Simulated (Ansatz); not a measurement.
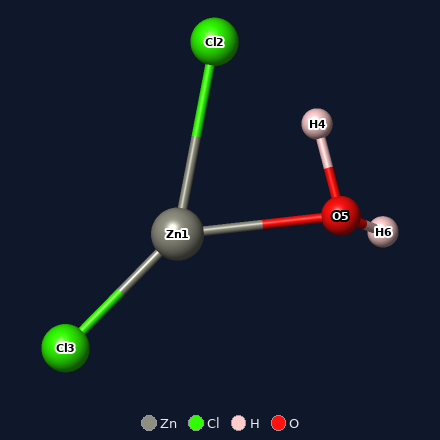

The system is the reacting system Cl2H2OZn (fragments Cl₂Zn + H₂O where the first distance is long, ClHOZn + ClH where the second is long); the picture shows the reference structure. 
- First axis: distance Zn1–O5 (bond that forms). Second axis: distance H4–O5 (bond that breaks).
- Relaxed at each point: all other coordinates.
- The scan uses a 12 × 12 grid.
- Points are written as (first, second).
- Energies are in kcal/mol, from the lowest grid point.
- Energies and slopes of some neighbouring points disagree (a jump in structure or state, or too coarse a mesh). The reference is spin-restricted, so regions where a bond is pulled apart into radicals lie too high.
- Theory: RHF/def2-SVP (Ansatz).

Its coordinates:

| atom | x (Å) | y (Å) | z (Å) |
| --- | --- | --- | --- |
| Zn | -0.4582 | -0.6980 | -0.6883 |
| Cl | 2.1018 | -0.2179 | -0.4369 |
| Cl | -1.9543 | -1.9833 | -1.5091 |
| H | 0.9850 | 0.8204 | 0.4321 |
| O | -0.2472 | 1.0423 | 0.6357 |
| H | -0.4271 | 1.0366 | 1.5664 |

Range: distance Zn1–O5 (bond that forms) from 1.692 to 3.492 Å; distance H4–O5 (bond that breaks) from 0.873 to 2.673 Å.

### What landscape does the calculation give?

The lowest grid point is at (2.047 Å, 0.963 Å). Other grid points that lie below all their neighbours: (1.782 Å, 1.896 Å) (39 kcal/mol higher). The highest grid point, (3.492 Å, 2.673 Å), lies 153 kcal/mol above the lowest.

| second ↓, first → | 1.692 | 1.782 | 1.906 | 2.047 | 2.200 | 2.364 | 2.536 | 2.715 | 2.901 | 3.093 | 3.290 | 3.492 |
| --- | --- | --- | --- | --- | --- | --- | --- | --- | --- | --- | --- | --- |
| 2.673 | 44 | 41 | 43 | 52 | 64 | 78 | 92 | 107 | 120 | 132 | 144 | 153 |
| 2.471 | 43 | 40 | 42 | 51 | 63 | 76 | 91 | 104 | 118 | 129 | 140 | 149 |
| 2.274 | 43 | 39 | 42 | 50 | 61 | 75 | 89 | 102 | 114 | 126 | 135 | 143 |
| 2.082 | 43 | 39 | 41 | 48 | 60 | 73 | 86 | 99 | 110 | 121 | 129 | 135 |
| 1.896 | 43 | 39 | 40 | 47 | 58 | 70 | 83 | 95 | 105 | 114 | 121 | 126 |
| 1.717 | 43 | 39 | 40 | 47 | 56 | 68 | 79 | 89 | 98 | 105 | 110 | 113 |
| 1.545 | 45 | 40 | 40 | 45 | 54 | 63 | 72 | 80 | 86 | 90 | 93 | 95 |
| 1.381 | 47 | 40 | 39 | 42 | 47 | 53 | 58 | 62 | 65 | 68 | 69 | 70 |
| 1.228 | 46 | 37 | 31 | 30 | 30 | 33 | 35 | 38 | 40 | 42 | 44 | 45 |
| 1.087 | 33 | 21 | 13 | 10 | 10 | 12 | 15 | 17 | 19 | 21 | 23 | 24 |
| 0.963 | 24 | 12 | 3 | 0 | 0 | 2 | 5 | 7 | 10 | 12 | 13 | 14 |
| 0.873 | 29 | 17 | 8 | 5 | 5 | 6 | 9 | 11 | 14 | 16 | 17 | 19 |

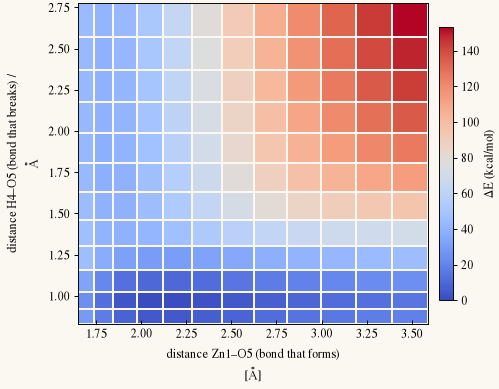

Drawn: one coloured cell a grid point.

Time for the 144 points that were run: 26 min on 1 thread of Arm Neoverse V2, on a shared host.
